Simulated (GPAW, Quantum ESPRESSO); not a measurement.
## Y L₃ ELNES/XANES of YSe (Fm-3m) from DFT

Aim: the Y L₃ edge of YSe (Fm-3m) by two routes, a Lanczos recursion (XSpectra) and a sum over empty bands (GPAW), to see which features are robust.

Calculated with Quantum ESPRESSO 7.5; core-hole supercells, plane-wave PAW LDA (first program; GPAW 26.7.0 follows as the second).

## Step 1: Set-up

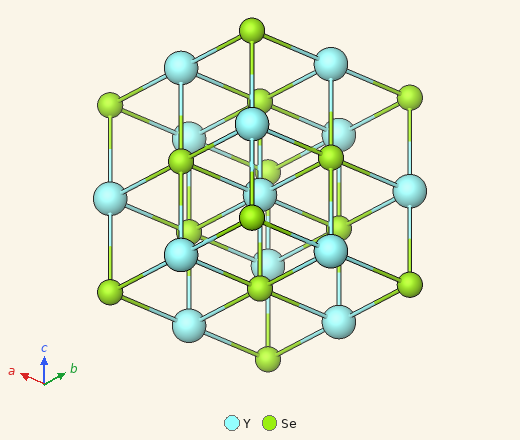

The cell as given, from a free direction (yttrium light teal, selenium green). This picture shows the conventional cell, with its axes. Some periodic images of atoms are drawn too.

Structure file:

```cif
data_structure
_symmetry_space_group_name_H-M 'Fm-3m'
_symmetry_Int_Tables_number 225
_cell_length_a 5.7030
_cell_length_b 5.7030
_cell_length_c 5.7030
_cell_angle_alpha 90.000
_cell_angle_beta 90.000
_cell_angle_gamma 90.000
_cell_volume 185.49
loop_
_atom_site_label
_atom_site_type_symbol
_atom_site_symmetry_multiplicity
_atom_site_Wyckoff_symbol
_atom_site_fract_x
_atom_site_fract_y
_atom_site_fract_z
_atom_site_occupancy
Y1 Y 4 b 0.50000 0.00000 0.00000 1
Se1 Se 4 a 0.00000 0.00000 0.00000 1
```

## Step 2: The field without a hole (Quantum ESPRESSO)

The ground state comes first: it tells whether the system has a gap, which decides how the excited electron is treated.

scf.in

```
&control
   calculation='scf', prefix='x', pseudo_dir='../pp', outdir='tmp', tprnfor=.true.
/
&system
   ibrav=0, nat=2, ntyp=2, nbnd=13
   ecutwfc=41, ecutrho=420
   occupations='smearing', smearing='mv', degauss=0.015
/
&electrons
   conv_thr=2.0e-08, electron_maxstep=120
   mixing_beta=0.5
/
ATOMIC_SPECIES
Y3 1.0 Y.lda-spn-kjpaw.UPF
Se 1.0 Se.lda-n-kjpaw.UPF
CELL_PARAMETERS angstrom
  0.00000000 2.85150000 2.85150000
  2.85150000 0.00000000 2.85150000
  2.85150000 2.85150000 0.00000000
ATOMIC_POSITIONS crystal
Y3   0.50000000 0.50000000 0.50000000
Se   0.00000000 0.00000000 0.00000000
K_POINTS automatic
8 8 8 0 0 0
```

Y.lda-spn-kjpaw.ld1.in

```
&input
   title='Y', zed=39., rel=1, iswitch=3, dft='PZ',
   config='[Kr] 5s2 5p0 4d1'
/
&inputp
   file_pseudopw='Y.lda-spn-kjpaw.UPF', author='',
   lpaw=.true.,
   pseudotype=3,
   lloc=-1,
   rcloc=1.6,
   which_augfun='PSQ',
   rmatch_augfun_nc=.true.,
   nlcc=.true.,
   new_core_ps=.true.,
   rcore=1.2,
   tm=.true.,
   lgipaw_reconstruction=.true., use_paw_as_gipaw=.true.
/
6
4S  1  0  2.00  0.00  1.20  1.40  0.0
5S  2  0  2.00  0.00  1.20  1.40  0.0
4P  2  1  6.00  0.00  1.30  1.60  0.0
5P  3  1  0.00  0.00  1.30  1.60  0.0
4D  3  2  1.00  0.00  1.20  1.80  0.0
4D  3  2  0.00  0.50  1.20  1.80  0.0
```

Se.lda-n-kjpaw.ld1.in

```
&input
   title='Se', zed=34., rel=1, iswitch=3, dft='PZ',
   config='[Ar] 4s2 4p4 3d10 4d-1'
/
&inputp
   file_pseudopw='Se.lda-n-kjpaw.UPF', author='',
   lpaw=.true.,
   pseudotype=3,
   lloc=2,
   which_augfun='PSQ',
   rmatch_augfun_nc=.true.,
   nlcc=.true.,
   new_core_ps=.true.,
   rcore=1.8,
   tm=.true.,
   lgipaw_reconstruction=.true., use_paw_as_gipaw=.true.
/
5
4S  1  0  2.00  0.00  1.50  1.90  0.0
4S  1  0  0.00  0.30  1.50  1.90  0.0
4P  2  1  4.00  0.00  1.50  1.90  0.0
4P  2  1  0.00  0.30  1.50  1.90  0.0
4D  3  2 -2.00  0.50  1.90  1.90  0.0
```

The run is started by

```console
OMP_NUM_THREADS=1 mpirun --oversubscribe --bind-to none -np 4 pw.x -nk 4 -in scf.in > scf.out
```

The log of the run:

```text
     [... banner and references ...]
using ibrav=0 with symmetry is DISCOURAGED, use correct ibrav instead

     G-vector sticks info
     --------------------

     Using Slab Decomposition

     bravais-lattice index     =            0
     lattice parameter (alat)  =       7.6206  a.u.
     unit-cell volume          =     312.9297 (a.u.)^3
     number of atoms/cell      =            2
     number of atomic types    =            2
     number of electrons       =        17.00
     number of Kohn-Sham states=           13
     kinetic-energy cutoff     =      41.0000  Ry
     charge density cutoff     =     420.0000  Ry
     scf convergence threshold =      2.0E-08
     mixing beta               =       0.5000
     number of iterations used =            8  plain     mixing
     Exchange-correlation= SLA  PZ   NOGX NOGC
                           (   1   1   0   0   0   0   0)

     celldm(1)=   7.620566  celldm(2)=   0.000000  celldm(3)=   0.000000
     celldm(4)=   0.000000  celldm(5)=   0.000000  celldm(6)=   0.000000

     crystal axes: (cart. coord. in units of alat)
               a(1) = (   0.000000   0.707107   0.707107 )
               a(2) = (   0.707107   0.000000   0.707107 )
               a(3) = (   0.707107   0.707107   0.000000 )

     reciprocal axes: (cart. coord. in units 2 pi/alat)
               b(1) = ( -0.707107  0.707107  0.707107 )
               b(2) = (  0.707107 -0.707107  0.707107 )
               b(3) = (  0.707107  0.707107 -0.707107 )

     ../pp/Y.lda-spn-kjpaw.UPF
     Pseudo is Projector augmented-wave + core cor, Zval = 11.0
     Shape of augmentation charge: PSQ
     Using radial grid of 1223 points,  6 beta functions with:
                l(1) =   0
                l(2) =   0
                l(3) =   1
                l(4) =   1
                l(5) =   2
                l(6) =   2
     Q(r) pseudized with 0 coefficients

     PseudoPot. #2 for Se:     Pseudo is Projector augmented-wave + core cor, Zval =  6.0

     atomic species   valence    mass     pseudopotential
     Y3               11.00     1.00000     Y ( 1.00)
     Se                6.00     1.00000     Se( 1.00)

     48 Sym. Ops., with inversion, found

   Cartesian axes

     site n.     atom                  positions (alat units)
         1        Y3     tau(   1) = (   0.7071068   0.7071068   0.7071068  )
         2        Se     tau(   2) = (   0.0000000   0.0000000   0.0000000  )

     number of k points=    29  Marzari-Vanderbilt smearing, width (Ry)=  0.0150
                       cart. coord. in units 2pi/alat
        k(    1) = (   0.0000000   0.0000000   0.0000000), wk =   0.0039062
        k(    2) = (   0.0883883   0.0883883  -0.0883883), wk =   0.0312500
        k(    3) = (   0.1767767   0.1767767  -0.1767767), wk =   0.0312500
        k(    4) = (   0.2651650   0.2651650  -0.2651650), wk =   0.0312500
        k(    5) = (  -0.3535534  -0.3535534   0.3535534), wk =   0.0156250
[...]
k(   27) = (   0.0000000  -0.3535534   0.5303301), wk =   0.0937500
        k(   28) = (  -0.7071068   0.1767767  -0.0000000), wk =   0.0468750
        k(   29) = (  -0.7071068   0.3535534   0.0000000), wk =   0.0234375

     Dense  grid:    45527 G-vectors     FFT dimensions: (  50,  50,  50)

     Smooth grid:    11017 G-vectors     FFT dimensions: (  32,  32,  32)

     Initial potential from superposition of free atoms

     starting charge      16.9965, renormalised to      17.0000
     Starting wfcs are   17 randomized atomic wfcs
     Checking if some PAW data can be deallocated...

     per-process dynamical memory:    39.6 Mb

     Self-consistent Calculation

     iteration #  1     ecut=    41.00 Ry     beta= 0.50
     Davidson diagonalization with overlap
     ethr =  1.00E-02,  avg # of iterations =  2.4

     Threshold (ethr) on eigenvalues was too large:
     Diagonalizing with lowered threshold

[...]
iteration #  7     ecut=    41.00 Ry     beta= 0.50
     Davidson diagonalization with overlap
     ethr =  5.14E-09,  avg # of iterations =  1.0

     total energy              =    -458.07799975 Ry
     estimated scf accuracy    <       0.00000031 Ry

     iteration #  8     ecut=    41.00 Ry     beta= 0.50
     Davidson diagonalization with overlap
     ethr =  1.84E-09,  avg # of iterations =  2.1

     End of self-consistent calculation

          k = 0.0000 0.0000 0.0000 (  1411 PWs)   bands (ev):

   -31.7958 -11.8061 -11.8061 -11.8061  -3.5693   8.6896   8.6896   8.6896
    11.4095  11.4095  11.4095  12.2076  12.2076

          k = 0.0884 0.0884-0.0884 (  1399 PWs)   bands (ev):

   -31.7931 -11.8547 -11.8092 -11.8092  -3.4218   7.7414   8.2305   8.2305
    11.5676  11.6951  11.6951  12.9271  12.9271

          k = 0.1768 0.1768-0.1768 (  1378 PWs)   bands (ev):

   -31.7867 -11.9683 -11.8165 -11.8165  -3.0492   6.2774   7.4855   7.4855
    11.8580  12.3998  12.3998  14.5234  14.5234

          k = 0.2652 0.2652-0.2652 (  1392 PWs)   bands (ev):

   -31.7803 -12.0768 -11.8239 -11.8239  -2.6440   5.1745   6.9545   6.9545
    12.5375  13.3697  13.3697  15.1295  16.2736

          k =-0.3536-0.3536 0.3536 (  1380 PWs)   bands (ev):

   -31.7776 -12.1205 -11.8269 -11.8269  -2.4627   4.7607   6.7683   6.7683
    13.4238  13.9806  13.9806  14.0693  17.6349

          k = 0.1768 0.0000 0.0000 (  1399 PWs)   bands (ev):

[...]
k = 0.2652 0.0884-0.0884 (  1382 PWs)   bands (ev):

[...]
k = 0.3536 0.1768-0.1768 (  1397 PWs)   bands (ev):

[...]
k =-0.2652-0.4419 0.4419 (  1393 PWs)   bands (ev):

[...]
k =-0.1768-0.3536 0.3536 (  1395 PWs)   bands (ev):

[...]
k =-0.0884-0.2652 0.2652 (  1382 PWs)   bands (ev):

[...]
k = 0.0000-0.1768 0.1768 (  1376 PWs)   bands (ev):

[...]
k = 0.3536 0.0000 0.0000 (  1387 PWs)   bands (ev):

[...]
k = 0.4419 0.0884-0.0884 (  1387 PWs)   bands (ev):

[...]
k =-0.1768-0.5303 0.5303 (  1383 PWs)   bands (ev):

[...]
k = 0.0000-0.3536 0.3536 (  1388 PWs)   bands (ev):

[...]
k = 0.5303-0.0000 0.0000 (  1379 PWs)   bands (ev):

[...]
k = 0.0000-0.5303 0.5303 (  1392 PWs)   bands (ev):

[...]
k =-0.7071 0.0000 0.0000 (  1362 PWs)   bands (ev):

[...]
k = 0.3536 0.1768 0.0000 (  1385 PWs)   bands (ev):

[...]
k =-0.1768-0.3536 0.5303 (  1382 PWs)   bands (ev):

[...]
k =-0.1768-0.5303 0.7071 (  1377 PWs)   bands (ev):

[...]
k =-0.0884-0.4419 0.6187 (  1390 PWs)   bands (ev):

[...]
k = 0.0000-0.3536 0.5303 (  1389 PWs)   bands (ev):

   -31.7735 -12.0095 -11.9449 -11.8648  -2.6837   5.7739   6.6919   6.8949
    12.6257  12.7556  14.0632  14.4973  15.5826

          k =-0.7071 0.1768-0.0000 (  1390 PWs)   bands (ev):

   -31.7719 -12.0081 -11.9139 -11.9054  -2.8592   6.3116   7.0751   7.2259
    10.5487  13.7231  14.2581  14.8131  14.8741

          k =-0.7071 0.3536 0.0000 (  1384 PWs)   bands (ev):

   -31.7718 -11.9611 -11.9611 -11.9163  -2.7478   6.4832   6.6140   6.6140
    12.4950  12.4950  13.9617  14.6027  14.8801

     the Fermi energy is    11.6638 ev

!    total energy              =    -458.07799983 Ry
     total all-electron energy =    -11617.307747 Ry
     estimated scf accuracy    <          4.6E-11 Ry
     smearing contrib. (-TS)   =      -0.00068893 Ry
     internal energy E=F+TS    =    -458.07731090 Ry

     The total energy is F=E-TS. E is the sum of the following terms:
     one-electron contribution =     -10.90726845 Ry
     hartree contribution      =      13.82507088 Ry
     xc contribution           =     -24.45706738 Ry
     ewald contribution        =     -80.13913188 Ry
     one-center paw contrib.   =    -356.39891407 Ry

     convergence has been achieved in   8 iterations

     Forces acting on atoms (cartesian axes, Ry/au):

     atom    1 type  1   force =     0.00000000   -0.00000000    0.00000000
     atom    2 type  2   force =     0.00000000    0.00000000   -0.00000000

     Total force =     0.000000     Total SCF correction =     0.000000

     XML data file, charge density, pseudopotentials, collected wavefunctions

=------------------------------------------------------------------------------=
   JOB DONE.
=------------------------------------------------------------------------------=
```

It took 3 s on 4 MPI ranks of Arm Neoverse V2, shared host; peak memory 0.1 GiB.

Absorbing atoms carry a label of their own (element plus a letter or digit), as the spectrum program needs them as separate species.

The mesh shows no gap, so the system is treated as a metal and the core electron is put at the Fermi level (neutral cell).

## Step 3: Spectrum without a core hole, Y atom 1 (Quantum ESPRESSO)

This cheap baseline ignores the attraction of the hole: it shows the absorber's empty states as they are in the ground state.

The absorber has 6 Se at 2.85 Å (octahedral, site symmetry m-3m).

xspectra.in

```
&input_xspectra
   calculation='xanes_dipole', edge='L3'
   prefix='x', outdir='tmp', xiabs=1, xe0=11.6638
   xonly_plot=.false., x_save_file='xanes.sav'
   xniter=3000, xcheck_conv=20, xerror=0.005
   xcoordcrys=.false., xepsilon(1)=1, xepsilon(2)=0, xepsilon(3)=0
/
&plot
   xnepoint=413, xemin=-10, xemax=45, terminator=.true., cut_occ_states=.true.
   xgamma=0.4
/
&pseudos
   filecore='../Y.wfc'
/
&cut_occ
   cut_desmooth=0.1, cut_stepl=0.05, cut_stepu=0.05, cut_ierror=1e-5
/
7 7 7 0 0 0
```

The run is started by

```console
OMP_NUM_THREADS=1 mpirun --oversubscribe --bind-to none -np 4 xspectra.x -nk 4 -in xspectra.in > xspectra.out
```

The log of the run:

```text
     [... banner and references ...]
Reading input_file

     calculation: xanes_dipole

     xepsilon  [cartesian coordinates]:   1.000000   0.000000   0.000000

     xonly_plot: FALSE
        => complete calculation: Lanczos + spectrum plot

     filecore (core-wavefunction file): ../Y.wfc

     main plot parameters:
        cut_occ_states: TRUE
        gamma_mode:  constant
        -> using xgamma [eV]:  0.40
        xemin [eV]: -10.00
        xemax [eV]:  45.00
        xnepoint:  413
        xe0 [eV]:  11.663800 (energy zero read in input file)

[...]
Results of STEP 1 successfully written in x_save_file
     x_save_file name:
     ->  xanes.sav
     x_save_file version:  2

     ... End STEP 1 ...

     ... Begin STEP 2 ...

     The spectrum is calculated using the following parameters:
        xe0 [eV]:   11.6638
        the occupied states are elimintate from the spectrum
        xemin [eV]: -10.00
        xemax [eV]:  45.00
        xnepoint:  413
        constant broadening parameter [eV]:    0.400
        Core level energy [eV]:  -2080.
         (from electron binding energy of neutral atoms in X-ray data booklet)

     Cross-section successfully written in xanes.dat

     ... End STEP 2 ...

                                END JOB XSpectra
```

Run time: 31 s. Hardware: 4 MPI ranks; peak memory 0.09 GiB; 2.1 min of CPU time.

The core hole lives too briefly for so narrow a line (tabulated full width 1.5 eV). The run keeps xgamma small, and the tables are broadened afterwards: Lorentzian half width 0.75 eV up to 4 eV, rising linearly to 1.75 eV at 25 eV (not a setting of the program: the run's 0.4 eV curve was folded afterwards with a further Lorentzian).

The Y L₃ spectrum, Y atom 1, no core hole (energy from the energy zero of the input (xe0, at the border of filled and empty states); intensity scaled to a mean of 1 over the first 20 eV; folded afterwards to Lorentzian half width 0.75 eV up to 4 eV, rising linearly to 1.75 eV at 25 eV; the points at xe0, where the cut of filled states can leave a spike, are interpolated):

```
E (eV)  intensity
  -2.0       0.18
  -0.5       0.48
   1.0       1.43
   2.5       2.61
   4.0       1.52
   5.5       1.02
   7.0       1.07
   8.5       0.91
  10.0       0.69
  11.5       0.70
  13.0       0.58
  14.5       0.64
  16.0       0.73
  17.5       0.66
  19.0       0.57
  20.5       0.55
  22.0       0.55
  23.5       0.59
  25.0       0.63
  26.5       0.67
  28.0       0.64
  29.5       0.58
  31.0       0.54
```

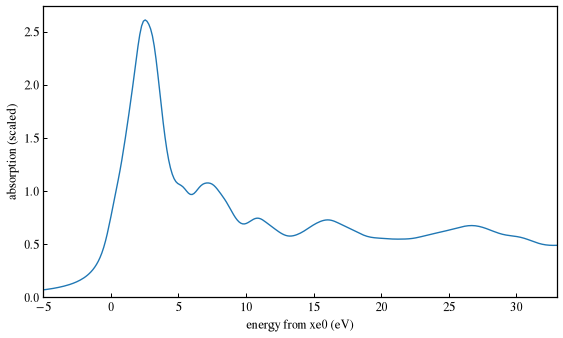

The Y L₃ edge, Y atom 1, no core hole: main maxima at 2.5, 7.2 and 10.8 eV.

Main maxima below 30 eV (height): 2.5 eV (2.61), 7.2 eV (1.08), 10.8 eV (0.74), 16.0 eV (0.73) and 26.7 eV (0.68). At an L edge the dipole rule selects empty d (and weakly s) states on the absorber, and the strong line at the onset measures the empty part of its d band.

## Step 4: Reference energy of the supercell (Quantum ESPRESSO)

The photon energy needs a difference of total energies, so the cell and mesh of the coming hole run are first run without a hole.

scf.in

```
&control
   calculation='scf', prefix='x', pseudo_dir='../pp', outdir='tmp', tprnfor=.true.
/
&system
   ibrav=0, nat=8, ntyp=2, nbnd=42
   ecutwfc=41, ecutrho=420
   occupations='smearing', smearing='mv', degauss=0.015
/
&electrons
   conv_thr=8.0e-08, electron_maxstep=120
   mixing_beta=0.5
/
ATOMIC_SPECIES
Y 1.0 Y.lda-spn-kjpaw.UPF
Se 1.0 Se.lda-n-kjpaw.UPF
CELL_PARAMETERS angstrom
  0.00000000 -5.70300000 0.00000000
  -5.70300000 0.00000000 0.00000000
  0.00000000 0.00000000 -5.70300000
ATOMIC_POSITIONS crystal
Y    0.50000000 0.50000000 0.50000000
Y    0.00000000 0.50000000 0.00000000
Y    0.50000000 0.00000000 0.00000000
Y    0.00000000 0.00000000 0.50000000
Se   0.00000000 0.00000000 0.00000000
Se   0.50000000 0.00000000 0.50000000
Se   0.00000000 0.50000000 0.50000000
Se   0.50000000 0.50000000 0.00000000
K_POINTS automatic
5 5 5 0 0 0
```

The run is started by

```console
OMP_NUM_THREADS=1 mpirun --oversubscribe --bind-to none -np 4 pw.x -nk 4 -in scf.in > scf.out
```

The log of the run:

```text
     [... banner and references ...]
[banner, memory and clock lines left out]
Found identity + (  0.5000  0.0000  0.5000) symmetry
     This is a supercell, fractional translations are disabled
     using ibrav=0 with symmetry is DISCOURAGED, use correct ibrav instead

     G-vector sticks info

     bravais-lattice index     =            0
     lattice parameter (alat)  =      10.7771  a.u.
     unit-cell volume          =    1251.7186 (a.u.)^3
[...]
atom    1 type  1   force =    -0.00000000   -0.00000000   -0.00000000
     atom    2 type  1   force =    -0.00000000   -0.00000000   -0.00000000
     atom    3 type  1   force =    -0.00000000   -0.00000000   -0.00000000
[...]
atom    7 type  2   force =    -0.00000000   -0.00000000   -0.00000000
     atom    8 type  2   force =    -0.00000000   -0.00000000   -0.00000000

     Total force =     0.000000     Total SCF correction =     0.000000

     XML data file, charge density, pseudopotentials, collected wavefunctions
[key lines of the parts left out:]
!    total energy              =   -1832.30979567 Ry
the Fermi energy is    11.7847 ev
convergence has been achieved in   8 iterations
```

It took 15 s on 4 MPI ranks; peak memory 0.29 GiB.

Reference energy: -632246.066 eV with the cores included.

(Part 1 of 4 ends here.)

[Banner, clock and machine lines of the logs are left out without a mark of their own.]

[Logs are printed without paths, hosts, clocks, repeated set-up lines and the standing remarks that a program may print on its own settings, such as how far it seeks lower states.]

[Hosts, paths, dates, database ids (printed as entryN), source tags and the programs' standing remarks are cut or masked in the printed files.]

[Lists of maxima count a maximum above −3 eV only where it reaches 4 % of the highest in the window and stands out from its surroundings by 2 % of it (1.5 % where it reaches 55 %); shoulders and weaker maxima are passed over, and of the rest the first, up to two pre-edge ones and the few strongest are named.]
